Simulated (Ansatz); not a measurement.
CH$_{2}$F$_{2}$Ga (doublet)

Input

```
basis:
  gaussian: {orbitals: def2-TZVPD}
crystal:
  periodic: [false, false, false]
  atoms:
    - {symbol: C, position_ang: [0.793860, -0.636137, 0.005325]}
    - {symbol: F, position_ang: [-0.404058, -0.911447, 0.594834]}
    - {symbol: F, position_ang: [2.524348, 1.494291, -1.475897]}
    - {symbol: Ga, position_ang: [0.905992, 1.324794, -0.748586]}
    - {symbol: H, position_ang: [1.620743, -0.718563, 0.732294]}
    - {symbol: H, position_ang: [0.967746, -1.294608, -0.863690]}
magnetization: {spin_polarized: true, initial_magnetization: 1}
hamiltonian: {xc: pbe0}
output: {forces: true, orbitals: {seedname: orbitals}}
```

Run with:

```sh
ansatz run input.yaml --threads 1 --pin off --max-ram 2610MiB --events-out events.jsonl --progress --plain --runs-dir runs
```

Geometry: B3LYP-D3(BJ)/def2-SVP.

Theory: Ansatz 0.2.0, isolated molecule in a Gaussian basis; Kohn-Sham density functional theory, functional PBE0.

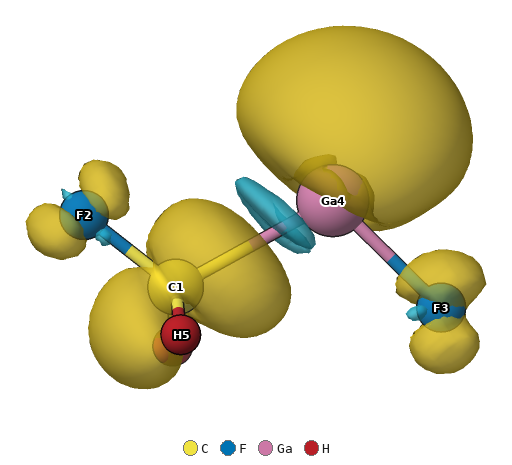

Figure 1. Isosurfaces of the spin density at +0.015 (yellow) and −0.015 e/Å³ (cyan), seen across its widest extent.

Describe the spin distribution.

Answer. The unpaired spin (1 electron) lies mostly on Ga4 (about 0.6) and C1 (about 0.2), in electrons by Hirshfeld's partition.

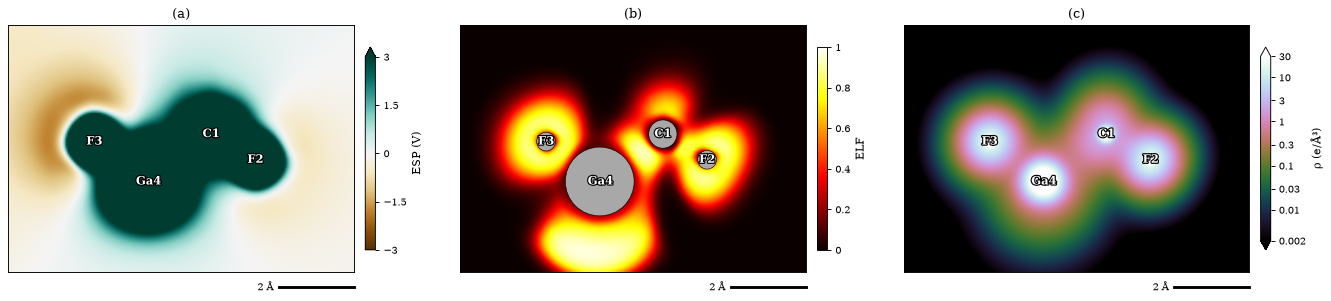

Figure 2. (a) electrostatic potential; (b) electron localisation function; (c) total electron density on the plane of atoms C1, Ga4 and F3. Grey discs cover the atomic cores in the ELF map.

Read the bonding off the picture.

Answer.
- The section cuts through C, F and Ga sites.
- C–F (1.36 Å): the density is about 2.2 e/Å³ at the midpoint, with its minimum of 1.7 e/Å³ about 0.5 Å from C; the ELF peaks at about 0.80 between the atoms: a shared but strongly polarised pair.
- Ga–F (1.78 Å): the density is about 0.84 e/Å³ at the midpoint; the ELF peaks at about 0.85 in the valence shell of F, 0.5 Å from its nucleus, and is about 0.20 at the midpoint.
- C–Ga (2.10 Å): ρ at the midpoint is about 0.62 e/Å³; the ELF peaks at about 0.95 in the valence shell of C, 0.7 Å from its nucleus, and is about 0.60 at the midpoint.
- The ELF also peaks beside F2 and F3, away from the bonds: non-bonding electrons, paired or unpaired.
- Outside the dense part of the molecule the potential is most negative (−1.8 V) near F3.

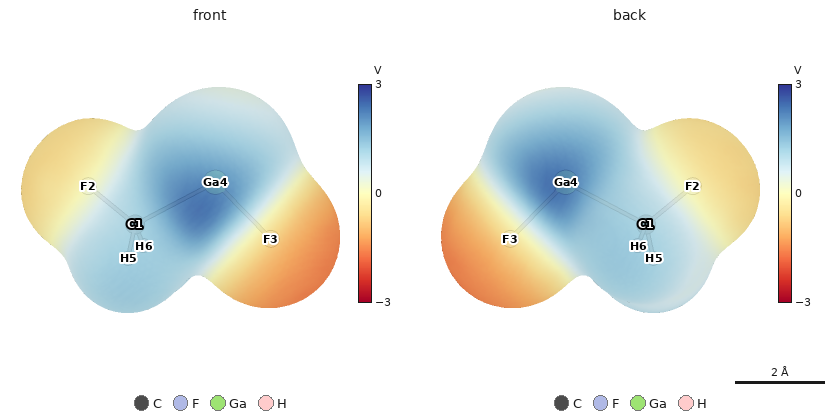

Figure 3. The molecular electrostatic potential painted on the density surface at 0.002 e/bohr³, seen from the front and from behind; the colour scale runs from red (negative) to blue (positive).

Which sites attract a positive test charge, and which a negative one?

Answer. A positive charge is drawn to the negative regions and a negative charge to the positive ones. The most negative region (about −1.6 V, or −37 kcal/mol for a unit charge) lies over F3, the most positive (about +2.4 V, or +55 kcal/mol for a unit charge) over Ga4.

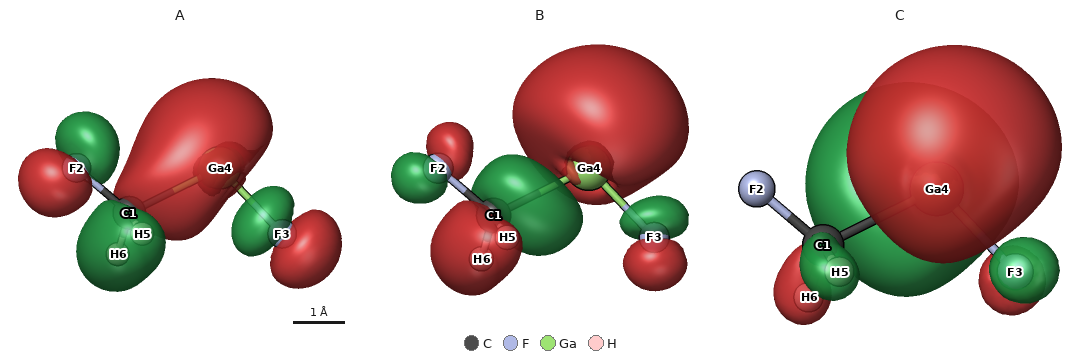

Figure 4. Three frontier orbitals at ±0.08 Å⁻³ᐟ² (green and red are the two phases), in no order.

Order the three orbitals by energy and name them. All are α orbitals.

Answer. A is the HOMO−1 (α) (−9.29 eV). By Hirshfeld shares it lies mainly on Ga4 (about 35 %), C1 (about 20 %), F2 (about 20 %) and F3 (about 20 %). B is the HOMO (α) (−6.44 eV). Its weight (Hirshfeld) is mainly on Ga4 (about 60 %), C1 (about 20 %) and F3 (about 5 %). C is the LUMO (α) (−1.64 eV). By Hirshfeld shares it lies mainly on Ga4 (about 85 %).

What is the gap between the highest occupied and lowest empty α orbitals?

Answer. 4.80 eV between the orbital energies.
